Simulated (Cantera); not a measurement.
Charge: 1 mol PbO, 2.9 mol H2O, 2.2 mol N2, equilibrated at 0.210 bar.

These are equilibrium values from Cantera (NASA tables, ideal gas, pure condensed phases), not measurements of a reactor. Candidate condensed phases: H2O, Pb, PbO, PbO2, Pb3O4; 27 gas species. Gases not in the tables: (PbO)n polymers. Equilibrium is a limit: real reactors are often held back by kinetics, nucleation or transport.

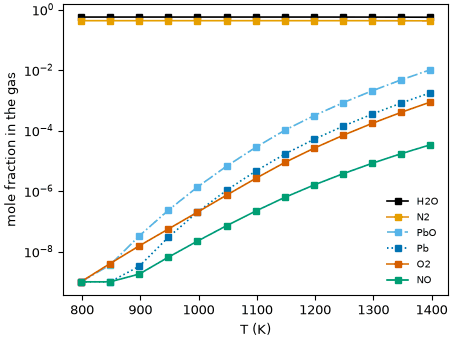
Equilibrium gas composition (values under 1e-9 drawn at 1e-9)

Problem. Read off the mole fractions at 1348 K.

Solution. H2O about 0.57, N2 about 0.43, PbO about 0.0048, Pb about 0.00082, O2 about 0.00040, NO about 1.7e-5.
